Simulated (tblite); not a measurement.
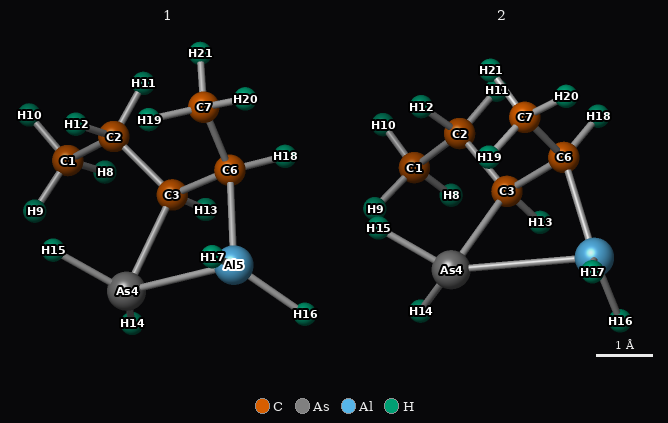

Two geometries of C$_{5}$H$_{14}$AlAs, drawn at one scale. One is the start of a relaxation, the other its converged end. A ball-and-stick model, seen from a free direction.

Level of theory: GFN2-xTB geometry optimisation, gas phase in tblite. 

**Which geometry has the lower energy?**

Structure 2 is the relaxed one. The largest move after the best rigid fit is that of H14, 1.08 Å. Largest moves by element: H 1.08 Å, As 0.59 Å, Al 0.54 Å, C 0.39 Å. Some distances before and after: As4–Al5 2.406 → 2.681 Å, As4–H14 1.571 → 1.502 Å, As4–H15 1.565 → 1.508 Å, Al5–C6 1.960 → 2.015 Å. Bond angles that change, for instance: H14–As4–H15 118.9° → 90.3°, Al5–As4–H15 114.7° → 139.2°, As4–Al5–H16 112.9° → 92.5°. Groups turn about C3–C6 by about 40°, As4–Al5 by about 20°. After 121 geometry steps the energy has fallen by 1.276 eV. The run took 1.9 s on 1 thread of Arm Neoverse N1, with other jobs on the host.
